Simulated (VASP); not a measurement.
Band structure of Ga$_{2}$ZnS$_{4}$ (space group P-42m). Level of theory: LDA (Ceperley-Alder, Perdew-Zunger), VASP's LDA PAW potentials (set 64) (plane waves; VASP).

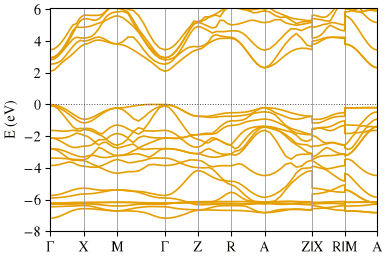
Figure. Bands along high-symmetry lines, zero at the valence-band maximum or, without a gap, the Fermi level

Problem. Read the plot: is there a gap, and where are the band edges?

Solution. The gap is indirect, 2.10 eV, from the valence maximum at M-Γ at 0.78 to the conduction minimum at Γ. (Edges off the drawn lines would not show.)

The structure comes from a computed database's Ga2ZnS4 entry (P-42m); how it stands against other phases isn't given here. It was relaxed first, which changed the volume by -6 %.
